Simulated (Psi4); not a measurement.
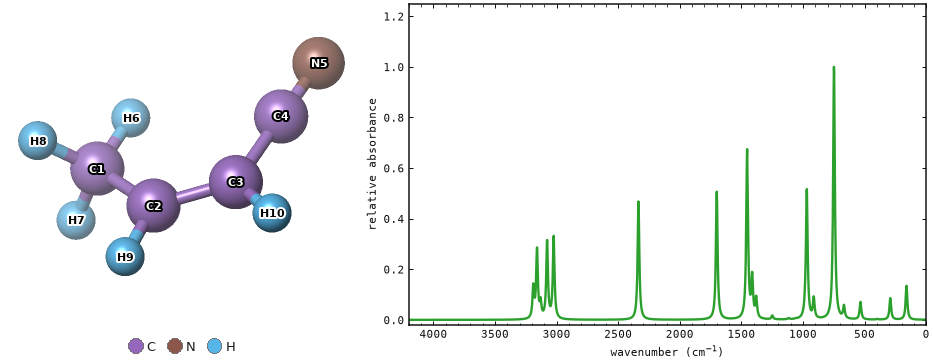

Infrared spectrum of C₄H₅N ((Z)-2-butenenitrile), SMILES C/C=C\C#N. Unscaled harmonic wavenumbers and double-harmonic intensities, B3LYP/cc-pVDZ (dispersion D4) with Psi4 1.11, at a geometry relaxed at this level, isolated molecule. Lorentzian lines of 16 cm⁻¹ full width. Close modes add up in the curve.

Q: Which is the highest mode?

A: 3189.2 cm⁻¹ (3.9 km/mol).

Q: List the modes.

A:
```
  cm⁻¹  km/mol
 159.5     4.2
 162.3     0.1
 291.1     2.7
 396.2     0.1
 533.0     2.2
 667.3     1.6
 748.2    31.7
 912.6     2.5
 969.0    16.2
 981.9     0.7
1056.6     0.0
1116.7     0.1
1249.1     0.5
1379.3     2.5
1412.4     5.1
1451.3     8.0
1454.4    13.8
1700.0    16.0
2335.5    14.8
3023.9    10.3
3077.5     9.7
3130.2     1.9
3159.2     8.5
3189.2     3.9
```

Known limits of this run: double-zeta basis.
